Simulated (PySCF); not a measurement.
**C2H5AlF (SMILES [CH2][Al]([CH3])[F]) at UMP2/def2-TZVP**

What is the vertical ionisation energy of C2H5AlF at UMP2/def2-TZVP? 

The calculation is run with PySCF 2.14.0.

5 further runs of the same task are left out: 5 set aside as unsound or not needed.

## 1. The system as given

The species is C2H5AlF (9 atoms), meant as a doublet with charge 0. SMILES: `[CH2][Al]([CH3])[F]`. The shape is that of a PBE0-D4/def2-TZVP optimisation. This is one conformer, not always the lowest.

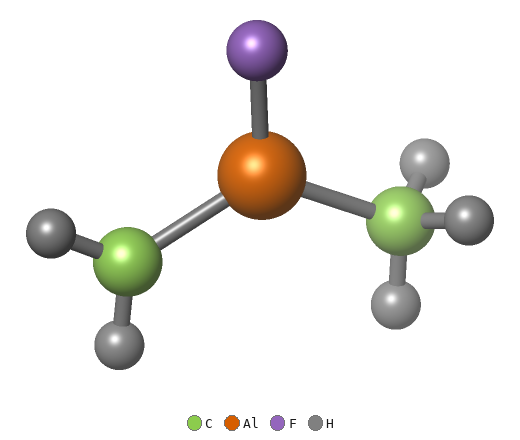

Viewed from a chosen angle; carbon green, aluminium orange, fluorine purple, hydrogen grey.

## 2. The energy at UMP2/def2-TZVP

calc.py

```python
from pyscf import gto, scf, mp

mol = gto.M(
    atom='''
C     -1.297108     2.999940    -1.549575
Al    -0.213161    -0.432180    -1.127222
C      1.147253    -1.894072     1.945095
F     -0.478479    -2.285435    -3.637156
H     -2.053754     3.759043    -3.304753
H     -1.226432     4.415912    -0.058582
H     -0.017574    -3.476718     2.590059
H      3.044727    -2.652042     1.625353
H      1.262148    -0.522131     3.484088
''',
    spin=1,
    unit='bohr',
    charge=0,
    max_memory=1860,
    verbose=3,
    basis='def2-tzvp',
)

myscf = scf.UHF(mol)
myscf.conv_tol = 1e-10
myscf.kernel()
if not myscf.converged:
    myscf = myscf.newton().run(myscf.mo_coeff, myscf.mo_occ)

pt = mp.MP2(myscf).run()
etot = pt.e_tot
print(f'total energy: {etot:.8f} hartree')
```

The run is started by

```bash
$ OMP_NUM_THREADS=1 python calc.py
```

Standard output:

```text
converged SCF energy = -420.140884523761  <S^2> = 0.75904222  2S+1 = 2.0090219
E(UMP2) = -420.948567919953  E_corr = -0.807683396192234
E(SCS-UMP2) = -420.946315071537  E_corr = -0.80543054777556
total energy: -420.94856792 hartree
```

Run time: 56 s. Hardware: 1 thread of Arm Neoverse V1, shared host; peak memory 1.4 GiB.

## 3. The singlet cation at the same level

job.py

```python
from pyscf import gto, scf, mp

mol = gto.M(
    atom='''
C       -0.686400       1.587500      -0.820000
Al      -0.112800      -0.228700      -0.596500
C        0.607100      -1.002300       1.029300
F       -0.253200      -1.209400      -1.924700
H       -1.086800       1.989200      -1.748800
H       -0.649000       2.336800      -0.031000
H       -0.009300      -1.839800       1.370600
H        1.611200      -1.403400       0.860100
H        0.667900      -0.276300       1.843700
''',
    charge=1,
    spin=0,
    verbose=3,
    basis='def2-tzvp',
    max_memory=1860,
)

hf = scf.RHF(mol)
hf.conv_tol = 1e-10
hf.kernel()
if not hf.converged:
    hf = hf.newton().run(hf.mo_coeff, hf.mo_occ)

pt = mp.MP2(hf).run()
e_tot = pt.e_tot
print('E(%s) = %.9f' % ('MP2', e_tot))
```

The run is started by

```bash
$ OMP_NUM_THREADS=1 python job.py
```

Standard output:

```text
converged SCF energy = -419.810502633994
E(RMP2) = -420.592483223113  E_corr = -0.781980589118718
E(SCS-RMP2) = -420.596502607934  E_corr = -0.785999973939396
E(MP2) = -420.592483223
```

Run time: 14 s. Hardware: 1 thread of Arm Neoverse V1, shared host; peak memory 1 GiB.

## 4. Results

At UMP2/def2-TZVP:

```
                                                                   quantity          value
                                              doublet C2H5AlF: total energy  -420.94857 Eh
                      doublet C2H5AlF: dipole moment (Hartree–Fock density)         2.00 D
doublet C2H5AlF: HOMO energy (Hartree–Fock orbitals) (highest over α and β)      -10.61 eV
 doublet C2H5AlF: LUMO energy (Hartree–Fock orbitals) (lowest over α and β)        1.13 eV
                                        doublet C2H5AlF: correlation energy     -807.7 mEh
                         doublet C2H5AlF: ⟨S²⟩ of the reference determinant          0.759
                                               singlet cation: total energy  -420.59248 Eh
                        singlet cation: HOMO energy (Hartree–Fock orbitals)      -16.63 eV
                        singlet cation: LUMO energy (Hartree–Fock orbitals)       -7.64 eV
                      singlet cation: HOMO–LUMO gap (Hartree–Fock orbitals)        8.99 eV
                                         singlet cation: correlation energy     -782.0 mEh
                         vertical ionisation energy (to the singlet cation)       9.690 eV
```

In words: Removing an electron at fixed nuclei costs 9.69 eV (223 kcal/mol). Only the singlet of the ionised species was computed; a triplet could lie lower. Mulliken charges (doublet C2H5AlF) of the mean-field density run from -0.63 on C3 to +0.97 on Al2; they depend strongly on the basis.
